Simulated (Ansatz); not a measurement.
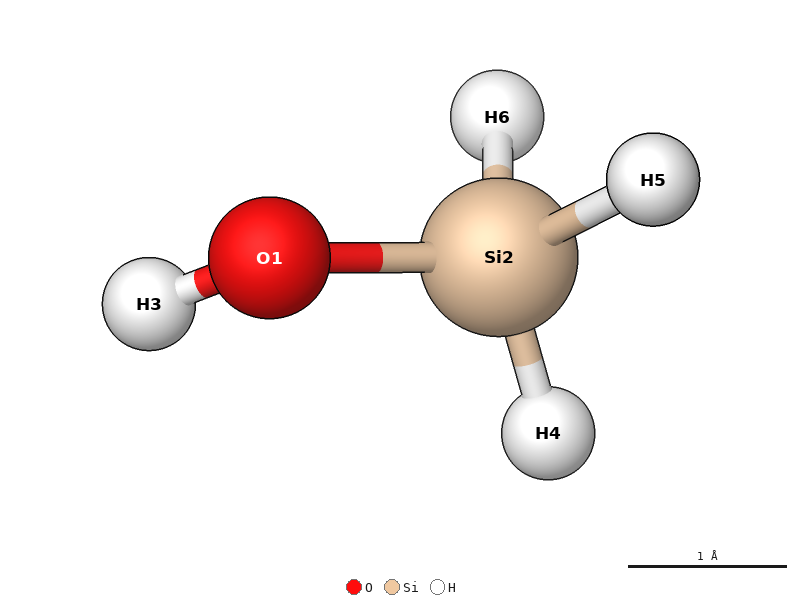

The picture comes from a calculation with Ansatz.

Atoms carry their numbers in the input. Geometry: moved along internal coordinates away from the minimum.

How are the neighbours of atom 1 arranged?

Answer. O1 has 2 neighbours (Si2 at 1.65, H3 at 0.96 Å); the arrangement is bent.

Describe the coordination of atom 2.

Answer. Si2 has 4 neighbours (O1 at 1.65, H4 at 1.22, H5 at 1.48, H6 at 1.49 Å); the arrangement is tetrahedral.
